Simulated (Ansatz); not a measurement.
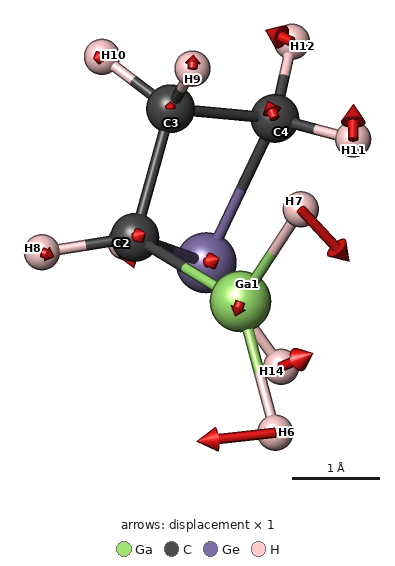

A relaxation of C₃H₉GaGe. The starting structure is drawn; red arrows show the displacements, at their true length. The two geometries are superimposed by the best rigid fit.

Style: ball-and-stick. Shown from a free direction.

The start comes from GFN2-xTB.

All numbers below come from RKS PBE0-D4/def2-TZVP (Ansatz). (force threshold 0.005 eV/Å; at most 150 steps)

**Atoms of which element are displaced furthest, and by how much?**

Hydrogen: up to 0.94 Å, against 0.25 Å for carbon.

**Describe the change and its energy.**

An H atom moves most after the best rigid fit: 0.94 Å. Largest moves by element: H 0.94 Å, C 0.25 Å, Ge 0.20 Å, Ga 0.19 Å. Near-neighbour distances that change, for instance: C–Ga 2.029 → 1.953 Å, Ge–H 1.520 → 1.546 Å, C–Ge 1.987 → 1.969 Å, Ga–H 1.588 → 1.572 Å. Bond angles that change, for instance: Ga–C–C 103.8° → 118.5°, C–Ga–H 128.0° → 120.0°, Ga–C–H 117.0° → 110.5°. Groups turn about C–Ga by about 35°. After 13 geometry steps the energy has fallen by 0.233 eV. The largest force component goes from 0.67 to 0.0022 eV/Å. The run took about 25 s of wall time on a shared GPU.
